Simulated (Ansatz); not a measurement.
# Geometry relaxation, with input and output: BCl$_{3}$

BCl$_{3}$, computed with RKS PBE0-D4/def2-TZVP (Ansatz 0.2.0).

The geometry: PBE-D4/def2-SVP start. Figures and captions count atoms from 1; the log counts them from 0 in places.

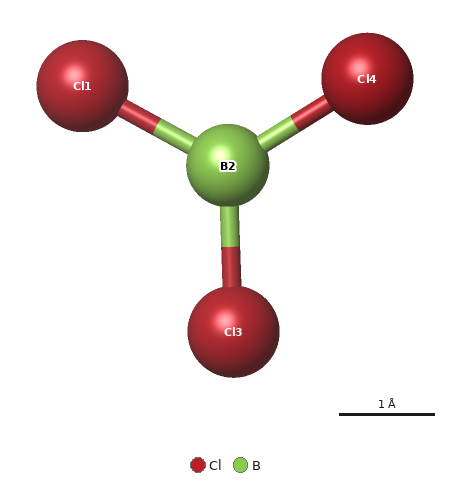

**Figure 1.** The structure as given in the input (ball-and-stick view, seen at a tilt; atoms are numbered from 1 in the order of the input). Bond lengths as drawn: B–Cl 1.75 Å.

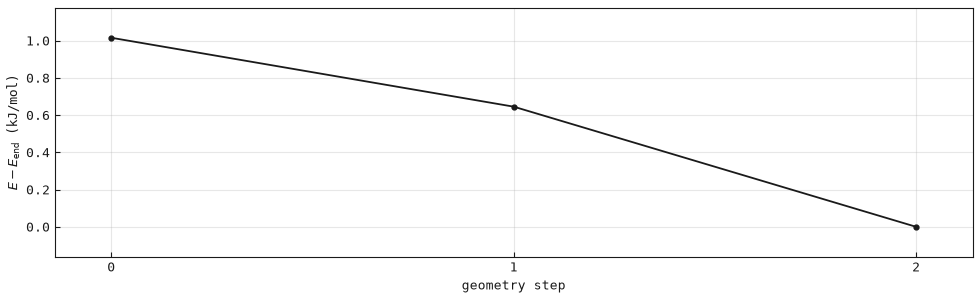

**Figure 2.** Progress of the relaxation, step by step (the first geometry is step 0 here and step 1 in the log).

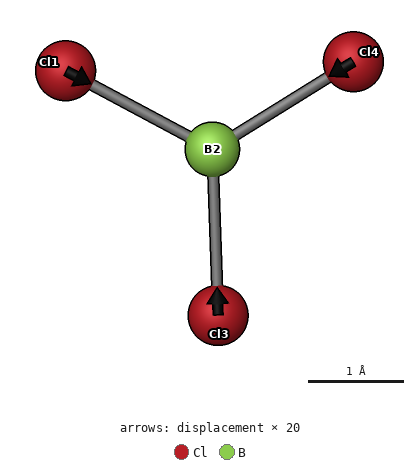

**Figure 3.** The starting structure with the displacements as black arrows, magnified 20 times (ball-and-stick view, seen at a tilt). The two geometries are laid on each other by the best rigid fit. The largest moves after the best rigid fit, 0.016 Å, are those of Cl1, Cl3 and Cl4. By element the largest moves are Cl 0.016 Å, B 0.001 Å. Distances before and after: B2–Cl3 1.753 → 1.737 Å. After 2 geometry steps the energy has fallen by 1.02 kJ/mol. The largest force component goes from 0.42 to 0.0037 eV/Å. (Atoms are counted from 1 in the order of the input.)

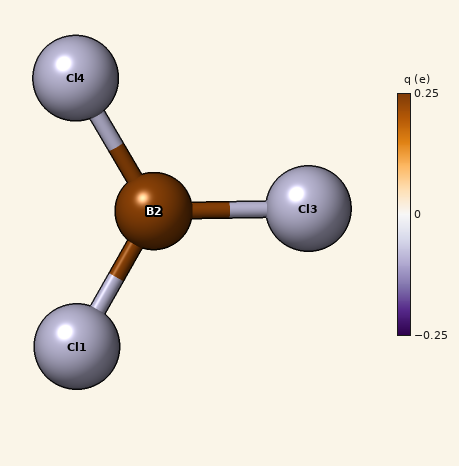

**Figure 4.** Mulliken charges, as the colour of each atom (ball-and-stick view, seen on its broad side; atoms are numbered from 1 in the order of the input). By element: Cl −0.08 and B +0.23 e.

These pictures come from the run below.

## Input file
```yaml
crystal:
  periodic: [false, false, false]
  atoms:
    - {symbol: Cl, position_ang: [-0.246006, 0.505979, 1.648113]}
    - {symbol: B, position_ang: [0.013575, -0.015130, -0.005023]}
    - {symbol: Cl, position_ang: [0.964897, -1.450373, -0.332107]}
    - {symbol: Cl, position_ang: [-0.676967, 0.899225, -1.331282]}
basis:
  gaussian: {orbitals: def2-TZVP}
hamiltonian: {xc: pbe0, dispersion: d4}
relax: {f_tol: 0.005, max_steps: 150}
```

Launched with:
```bash
ansatz run in.yaml --threads 4 --pin off --events-out ev --progress --plain --max-ram 10444MiB
```

## The program's output
```
Functional definition: PBE0
  name "PBE0"
  cite "Adamo & Barone, J. Chem. Phys. 110, 6158 (1999) doi:10.1063/1.478522"
  cite "Perdew, Burke & Ernzerhof, Phys. Rev. Lett. 77, 3865 (1996) doi:10.1103/PhysRevLett.77.3865"
  parent pbe
  parameter a = 0.25
  parameter kappa = 0.804
  parameter beta = 0.06672455060314922
  exchange = (1 - a)*pbe_x(kappa = kappa, mu = beta*pi^2/3) + a*exact_x
  correlation = pbe_c(beta = beta)
973 factors; their error is unknown
mean field evaluation 1: about -38235.1281 eV, gradient 1.4e1 eV
mean field evaluation 2: about -38235.2683 eV, gradient 1.2e1 eV
mean field evaluation 4: about -38235.5706 eV, gradient 7.9e-1 eV
mean field evaluation 8: about -38235.6864 eV, gradient 2.0e-3 eV
mean field -38235.68644946 eV, -1405.1355599384 hartree, gradient 8.1e-6 eV, S^2 0.000000; 0 other end points of the search recorded, 0 dependent functions left out
the calculation of the forces begins
reference -38235.68647496 eV, -1405.1355608758 hartree; 28, 28 occupied and 114, 114 virtual orbitals, 973 factors
relax step   1: F+E_penalty+E_count = -38235.80053420 eV  Δ(F+E_penalty+E_count) = +0.000e0 eV  max|allowed force component| = 4.194e-1 eV/Å  Δτ_max = 0.0000 Å  (23 SCF iters, accepted)
these checks for a lower state are left out or cut short: starts, cluster_reference, orbital_swaps, neighbouring_geometries, increment
973 factors; their error is unknown
mean field evaluation 16: about -38235.6900 eV, gradient 1.2e-1 eV
mean field -38235.69000461 eV, -1405.1356905878 hartree, gradient 5.1e-6 eV, S^2 0.000000; 0 other end points of the search recorded, 0 dependent functions left out
the calculation of the forces begins
reference -38235.69003007 eV, -1405.1356915235 hartree; 28, 28 occupied and 114, 114 virtual orbitals, 973 factors
relax step   2: F+E_penalty+E_count = -38235.80437152 eV  Δ(F+E_penalty+E_count) = -3.837e-3 eV  max|allowed force component| = 2.236e-1 eV/Å  Δτ_max = 0.0257 Å  (27 SCF iters, accepted)
these checks for a lower state are left out or cut short: starts, cluster_reference, orbital_swaps, neighbouring_geometries, increment
973 factors; their error is unknown
mean field -38235.69646241 eV, -1405.1359279078 hartree, gradient 5.0e-6 eV, S^2 0.000000; 0 other end points of the search recorded, 0 dependent functions left out
the calculation of the forces begins
reference -38235.69648784 eV, -1405.1359288423 hartree; 28, 28 occupied and 114, 114 virtual orbitals, 973 factors
relax step   3: F+E_penalty+E_count = -38235.81106284 eV  Δ(F+E_penalty+E_count) = -6.691e-3 eV  max|allowed force component| = 3.710e-3 eV/Å  Δτ_max = 0.0252 Å  (27 SCF iters, accepted)
973 factors; their error is unknown
mean field evaluation 32: about -38235.5559 eV, gradient 3.4e0 eV
mean field -38235.69646241 eV, -1405.1359279078 hartree, gradient 5.0e-6 eV, S^2 0.000000; 1 other end points of the search recorded, 0 dependent functions left out
the calculation of the forces begins
reference -38235.69648784 eV, -1405.1359288423 hartree; 28, 28 occupied and 114, 114 virtual orbitals, 973 factors
Total energy: -38235.81108827 eV, -1405.1401403302 hartree
Atom 0 at    -0.243962     0.501441     1.633334 Å, force     0.001310    -0.000883    -0.002321 eV/Å
Atom 1 at     0.014070    -0.014994    -0.005090 Å, force    -0.001602    -0.001369     0.000011 eV/Å
Atom 2 at     0.956455    -1.437920    -0.329226 Å, force    -0.001624     0.003710     0.000699 eV/Å
Atom 3 at    -0.671065     0.891174    -1.319316 Å, force     0.001916    -0.001458     0.001611 eV/Å
Dipole moment:     0.000049     0.000036     0.000005 e Å
```

## Trajectory as extended XYZ (Å, eV, eV/Å), 3 frames, from step=1 to step=3
```
4
Properties=species:S:1:pos:R:3:forces:R:3 step=1 energy=-38235.80053
Cl   -0.2460    0.5060    1.6481    0.0644  -0.1317  -0.4194
B     0.0136   -0.0151   -0.0050    0.0033   0.0004  -0.0008
Cl    0.9649   -1.4504   -0.3321   -0.2417   0.3630   0.0830
Cl   -0.6770    0.8992   -1.3313    0.1739  -0.2316   0.3372
4
Properties=species:S:1:pos:R:3:forces:R:3 step=2 energy=-38235.80437
Cl   -0.2519    0.4988    1.6405    0.1039  -0.0142  -0.2049
B     0.0349   -0.0008   -0.0062   -0.2168  -0.1474   0.0117
Cl    0.9533   -1.4483   -0.3301   -0.0433   0.2236   0.0358
Cl   -0.6808    0.8901   -1.3244    0.1563  -0.0620   0.1574
4
Properties=species:S:1:pos:R:3:forces:R:3 step=3 energy=-38235.81106
Cl   -0.2440    0.5014    1.6333    0.0013  -0.0009  -0.0023
B     0.0141   -0.0150   -0.0051   -0.0016  -0.0014   0.0000
Cl    0.9565   -1.4379   -0.3292   -0.0016   0.0037   0.0007
Cl   -0.6711    0.8912   -1.3193    0.0019  -0.0015   0.0016
```

## Summary

```tsv
quantity	value
outcome	converged
total energy	−38235.8111 eV
mean-field energy	−38235.6965 eV
dispersion energy	−0.1146 eV
SCF solution under orbital rotations	stable
largest force (length of the vector) at the end	0.004 eV/Å
dipole moment	0.00 D
hardware	4 threads of Arm Neoverse V1, 23 GiB of memory available, shared host
wall time	6.5 s (CPU time 22 s)
peak memory	0.32 GiB
```
